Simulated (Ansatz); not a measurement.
**A computed series for CdSe: pressure series**

Consider CdSe in the wurtzite structure (space group P6_3mc, No. 186; a = 4.3827 Å, c = 7.1545 Å).

Cell and atoms are relaxed at each pressure.

Levels (all Ansatz, an electronic-structure program, PAW): PBE (420 eV, scalar-relativistic without spin-orbit coupling); r2SCAN (500 eV, no spin-orbit coupling).

The base cell above is that of PBE; each level relaxes its own structures.

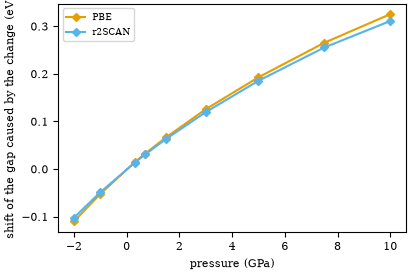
Figure: Shift of the gap caused by the change under two levels

Question: How do the two levels compare along the series?

Answer: The two levels differ by at most about 0.02 eV. They put the cases in the same order.

Load acts through the strain it causes; cell and atoms are relaxed under it. Stability against distortions was not tested. Tetrahedral semiconductors of this kind turn to denser phases somewhere between about 1 and 50 GPa; those were not computed, so compressed cells here can lie past the real transition.
